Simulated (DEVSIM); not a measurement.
Device: Si p-i-n diode, at 300 K.

```csv
layer (left to right),material,thickness (μm),Nd (cm⁻³),Na (cm⁻³),τn (s),τp (s)
1,Si,1.10,-,1.5e17,5.1e-5,5.1e-5
2,Si,0.910,7.2e11,-,5.1e-5,5.1e-5
3,Si,0.520,3.6e17,-,5.1e-5,5.1e-5
```

Left contact: ohmic. Right contact: ohmic. Voltage is applied to the left contact. Recombination: SRH at mid-gap, radiative, Auger. Mobility is μmin + (μ − μmin)/(1 + (N/Nref)^α).

This is a model device: material constants are rounded textbook-type values typed into the input, and sizes, dopings and lifetimes were drawn at random. Values at 300 K.

| parameter | Si |
|---|---|
| gap (eV) | 1.124 |
| affinity (eV) | 4.05 |
| permittivity | 11.7 |
| Nc (cm⁻³) | 2.86e19 |
| Nv (cm⁻³) | 3.1e19 |
| μn (cm²/Vs) | 1417 |
| μp (cm²/Vs) | 470 |
| μn,min | 52 |
| μp,min | 45 |
| Nref,n | 9.7e16 |
| Nref,p | 2.2e17 |
| αn | 0.68 |
| αp | 0.72 |
| B (cm³/s) | 4.7e-15 |
| Cn (cm⁶/s) | 2.8e-31 |
| Cp (cm⁶/s) | 9.9e-32 |

Model (solved in DEVSIM): 1D drift-diffusion, Boltzmann statistics, complete ionisation; no tunnelling, impact ionisation, image-force lowering or self-heating.

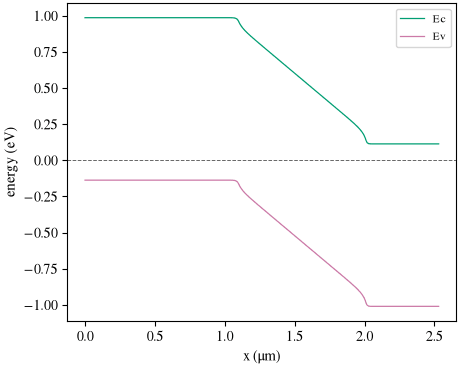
Fig. 1. Band edges at zero bias

Energies count from the Fermi level of the right contact; mesh points crowd at the junctions.

| x (μm) | Ec (eV) | Ev (eV) | n (cm⁻³) | p (cm⁻³) | field (V/cm) |
|---|---|---|---|---|---|
| 0.000 | 0.986 | -0.138 | 770 | 1.5e17 | ≈ 0 |
| 0.02761 | 0.986 | -0.138 | 770 | 1.5e17 | ≈ 0 |
| 0.08994 | 0.986 | -0.138 | 770 | 1.5e17 | ≈ 0 |
| 0.2163 | 0.986 | -0.138 | 770 | 1.5e17 | ≈ 0 |
| 0.6135 | 0.986 | -0.138 | 770 | 1.5e17 | ≈ 0 |
| 0.8813 | 0.986 | -0.138 | 770 | 1.5e17 | ≈ 0 |
| 1.013 | 0.986 | -0.138 | 780 | 1.5e17 | ≈ 0 |
| 1.085 | 0.979 | -0.145 | 1000 | 1.1e17 | -6600 |
| 1.107 | 0.946 | -0.178 | 3700 | 3.1e16 | -18000 |
| 1.141 | 0.900 | -0.224 | 22000 | 5.4e15 | -10000 |
| 1.219 | 0.831 | -0.293 | 320000 | 3.7e14 | -8300 |
| 1.469 | 0.627 | -0.497 | 8.3e8 | 1.4e11 | -8100 |
| 1.745 | 0.403 | -0.721 | 4.8e12 | 2.4e7 | -8100 |
| 1.896 | 0.280 | -0.844 | 5.7e14 | 200000 | -8400 |
| 1.984 | 0.192 | -0.932 | 1.7e16 | 6900 | -14000 |
| 2.011 | 0.136 | -0.988 | 1.5e17 | 790 | -30000 |
| 2.039 | 0.114 | -1.010 | 3.5e17 | 330 | -650 |
| 2.100 | 0.113 | -1.011 | 3.6e17 | 320 | ≈ 0 |
| 2.270 | 0.113 | -1.011 | 3.6e17 | 320 | ≈ 0 |
| 2.420 | 0.113 | -1.011 | 3.6e17 | 320 | ≈ 0 |
| 2.489 | 0.113 | -1.011 | 3.6e17 | 320 | ≈ 0 |
| 2.530 | 0.113 | -1.011 | 3.6e17 | 320 | ≈ 0 |
